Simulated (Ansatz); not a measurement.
One crystal and one scan (energy against volume) at two levels, PBE (plane waves to 420 eV, PAW, scalar-relativistic; Ansatz, a quantum-chemistry and plane-wave program) and r2SCAN (plane waves to 500 eV, PAW, scalar-relativistic; Ansatz), each from its own relaxed cell and on its own mesh. The cell shown is that of PBE.

CdSe (wurtzite)

```xyz
4
Lattice="4.3829 0.0000 0.0000 -2.1914 3.7957 0.0000 0.0000 0.0000 7.1547" Properties=species:S:1:pos:R:3 pbc="T T T"
Cd     2.1914     1.2652     0.0034
Cd     0.0000     2.5305     3.5807
Se     2.1914     1.2652     4.4697
Se     0.0000     2.5305     0.8924
```

The volume is varied about the relaxed value V₀ at fixed cell shape. The atoms relax within the cell's symmetry.

E stands for the smeared free energy. CdSe was relaxed with its symmetry unable to fall. The PAW data are Ansatz's earlier set. With the shape held, the modulus is that of even scaling; a crystal free to change shape is softer. Percentages come from the unrounded values. Both scans cover V/V₀ from 0.940 to 1.060.

| quantity | PBE | r2SCAN | PBE − r2SCAN |
|---|---|---|---|
| Lattice constant a (Å) | 4.383 | 4.340 | +0.043 (+1.0 %) |
| Lattice constant c (Å) | 7.155 | 7.078 | +0.077 (+1.1 %) |
| Relaxed volume (Å³/atom) | 29.76 | 28.86 | +0.90 (+3.1 %) |
| Band gap of the relaxed cell, no spin-orbit coupling (eV) | 0.54 | 1.10 | -0.56 (-51 %) |
| Pressure at the smallest volume (GPa) | 3.19 | 3.67 | -0.48 (-13 %) |
| Energy cost of the largest compression (meV/atom) | 16.8 | 18.8 | -2.0 (-11 %) |
| Energy cost of the largest expansion (meV/atom) | 13.3 | 14.9 | -1.6 (-11 %) |
| Bulk modulus at fixed cell shape B₀ (third-order Birch-Murnaghan fit) (GPa) | 44.6 | 51.4 | -6.8 (-13 %) |
| Pressure derivative B₀′ (fit) | 4.7 | 4.5 | +0.2 (+3 %) |
| Pressure for 5 % compression (fit) (GPa) | 2.6 | 3.0 | -0.4 (-13 %) |

PBE gives the higher value for: lattice constant a; lattice constant c; relaxed volume. PBE gives the lower value for: band gap of the relaxed cell, no spin-orbit coupling; pressure at the smallest volume; energy cost of the largest compression; energy cost of the largest expansion; bulk modulus at fixed cell shape B₀; pressure for 5 % compression. Neither level is exact: the differences show how much the result hangs on the functional.

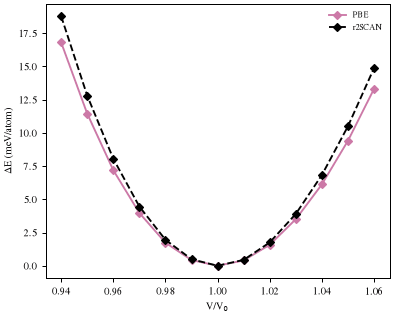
*ΔE, each from the relaxed starting cell of its own level.*

(Under strain, the slope of the energy per volume gives the stress and its curvature an elastic modulus.)
